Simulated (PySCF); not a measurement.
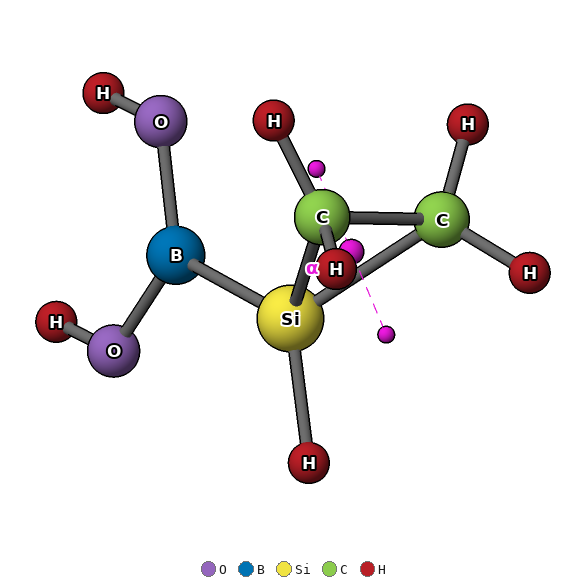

The small points mark where nucleus-independent chemical shifts (NICS) were computed: at the centre of each lettered ring and 1 Å above and below it. The geometry was computed by an optimisation with GFN2-xTB. No frequency run is at hand to confirm it as a minimum. Method: GIAO PBE0/pcSseg-1 NMR shielding, non-relativistic, gas phase (PySCF 2.14.0).

Give NICS(0), NICS(1) and the out-of-plane component NICS(1)zz for each ring (means of the two sides).

```tsv
ring	members	NICS(0)	NICS(1)	NICS(1)zz
α	C2Si	−30.8	−9.0	−19.8
```

Values in ppm.

The geometry is semi-empirical. Around B, Si such bond lengths and angles can be off by a tenth of an ångström or more and by several degrees, and values that hang on the shape move with them.
